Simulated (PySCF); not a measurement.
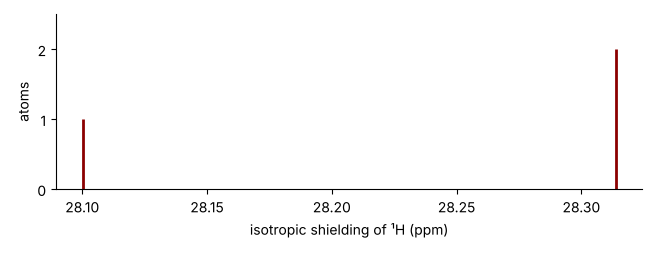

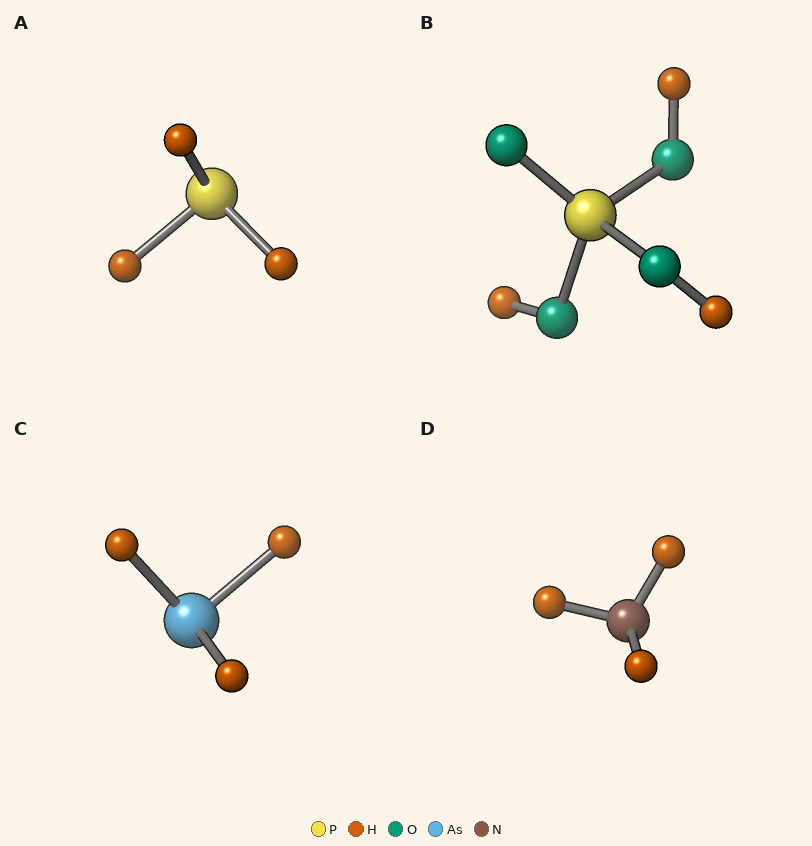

The sticks are computed shieldings of one of the molecules, for one fixed geometry (PBE0-D3(BJ)/def2-TZVP) without averaging over rotations. Low shielding means a high chemical shift. Method: GIAO ωB97X-D/pcSseg-2 NMR shielding, non-relativistic, gas phase (PySCF 2.14.0).

Question: Which molecule gives this pattern?

Answer: B, `O=P(O)(O)O`. Its 3 H atoms give lines at 28.10, 28.31 (2 atoms) ppm.
